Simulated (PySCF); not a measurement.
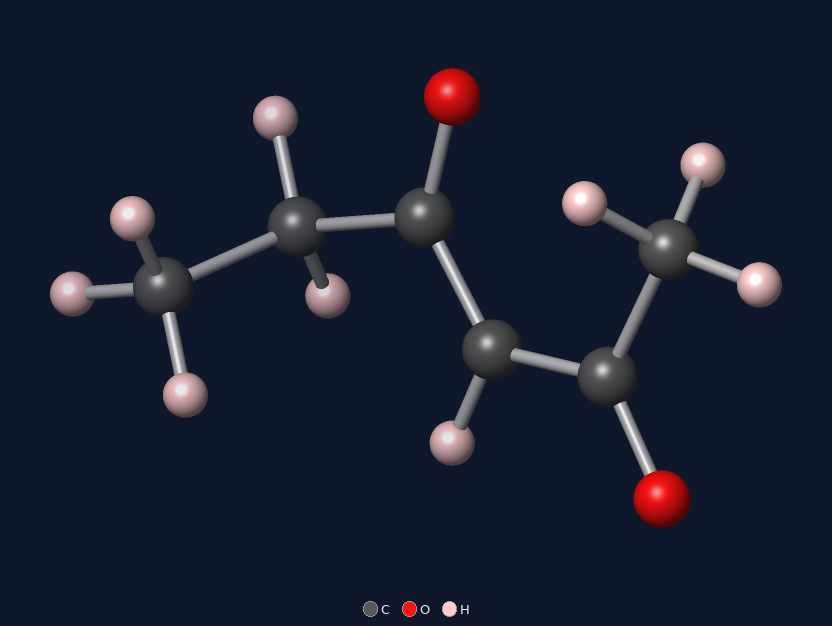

Every bond is drawn as one stick, whatever its order.

State: charge −1, singlet. The computed structure is the end point of a GFN2-xTB optimisation. No frequency run is at hand to confirm it as a minimum.

Question: What is the molecular formula?

Answer: C6H9O2(-), 17 atoms: 6 carbon, 9 hydrogen and 2 oxygen.

Question: Name some functional groups or characteristic bonds that it holds.

Answer: Among them: ketone, alkene.

Question: How many bonds of each kind are drawn?

Answer: 9 C–H, 5 C–C, 2 C–O.

The parts below concern this one geometry. Atoms keep their numbers from picture to picture.

### Shape

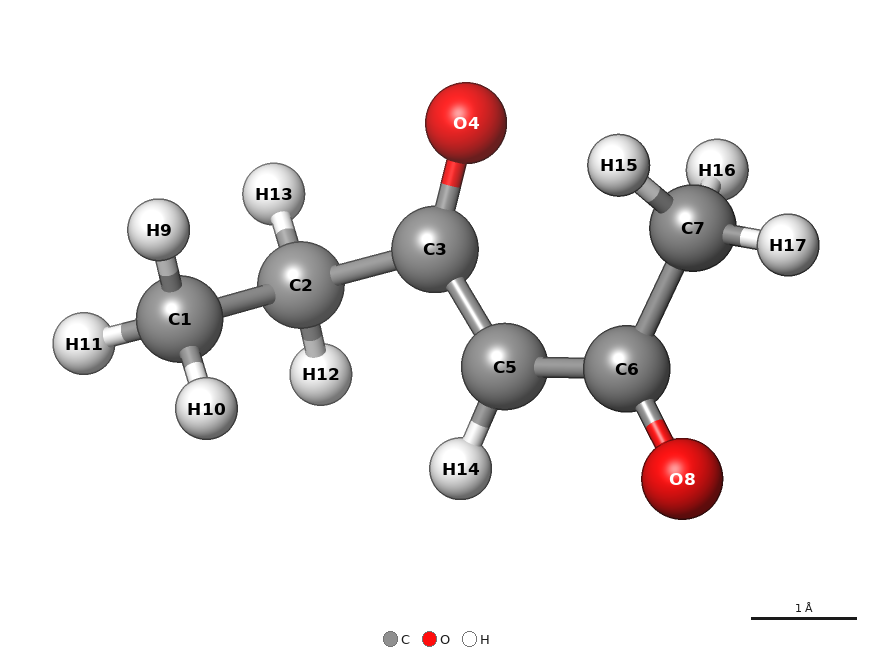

Numbered structure. No frequency run is at hand to confirm it as a minimum.

Which atoms are bonded, and how long are the bonds?

| bond | length (Å) | order |
| --- | --- | --- |
| C1–C2 | 1.525 | single |
| C1–H9 | 1.089 | single |
| C1–H10 | 1.088 | single |
| C1–H11 | 1.093 | single |
| C2–C3 | 1.549 | single |
| C2–H12 | 1.093 | single |
| C2–H13 | 1.094 | single |
| C3–O4 | 1.245 | single |
| C3–C5 | 1.397 | delocalised |
| C5–C6 | 1.407 | delocalised |
| C5–H14 | 1.085 | single |
| C6–C7 | 1.524 | single |
| C6–O8 | 1.247 | double |
| C7–H15 | 1.088 | single |
| C7–H16 | 1.087 | single |
| C7–H17 | 1.090 | single |

### NMR shielding

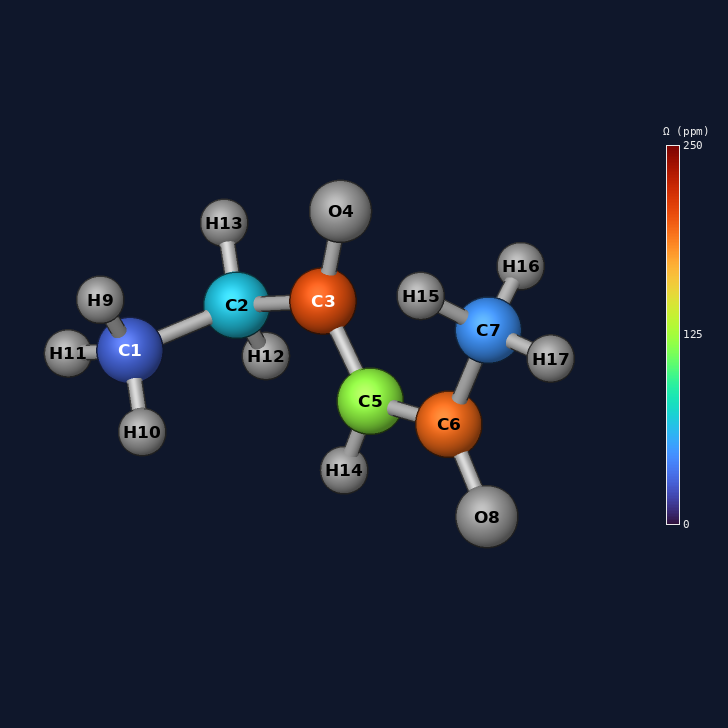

The C atoms are coloured by the span of their shielding tensor. No frequency run is at hand to confirm it as a minimum. Properties computed with GIAO PBE0/pcSseg-1 NMR shielding, non-relativistic, gas phase (PySCF 2.14.0). Principal shieldings σ11 ≤ σ22 ≤ σ33, span Ω = σ33 − σ11, skew κ = 3(σiso − σ22)/Ω.

Give the shielding tensors of the C atoms.

| atom | σ11 | σ22 | σ33 | σiso | Ω | κ |
| --- | --- | --- | --- | --- | --- | --- |
| C1 | 154.5 | 166.9 | 184.2 | 168.5 | 29.7 | 0.16 |
| C2 | 106.9 | 146.7 | 174.0 | 142.5 | 67.1 | −0.19 |
| C3 | −102.7 | −9.6 | 100.1 | −4.1 | 202.8 | 0.08 |
| C5 | 15.5 | 124.0 | 136.0 | 91.8 | 120.4 | −0.80 |
| C6 | −88.5 | −31.1 | 105.8 | −4.6 | 194.3 | 0.41 |
| C7 | 131.1 | 148.8 | 179.5 | 153.1 | 48.5 | 0.27 |

Shieldings and span in ppm.

### Electronic properties

No frequency run is at hand to confirm it as a minimum. Level of theory: PBE0/def2-SVPD, gas phase (PySCF 2.14.0).

Question: Estimate the HOMO energy (Kohn–Sham orbital).

Answer: −1.19 eV.

Question: Estimate the mean static polarisability.

Answer: 95.4 bohr³.

### Quadrupole coupling

No frequency run is at hand to confirm it as a minimum. Electric field gradients from the ground-state density, PBE0/pcSseg-1 (PySCF 2.14.0), non-relativistic apart from any core potentials.

Give the largest field-gradient component, the quadrupole coupling constant and the asymmetry for 17O at O4 (Q = −25.6 mb), 17O at O8 (Q = −25.6 mb), 2H at H9 (Q = 2.86 mb), 2H at H10 (Q = 2.86 mb), 2H at H11 (Q = 2.86 mb), 2H at H12 (Q = 2.86 mb).

```tsv
atom	V_zz (a.u.)	e²qQ/h (MHz)	η
O4	−1.633	9.82	0.21
O8	−1.726	10.38	0.11
H9	0.316	0.212	0.01
H10	0.314	0.211	0.01
H11	0.313	0.210	0.01
H12	0.308	0.207	0.01
```
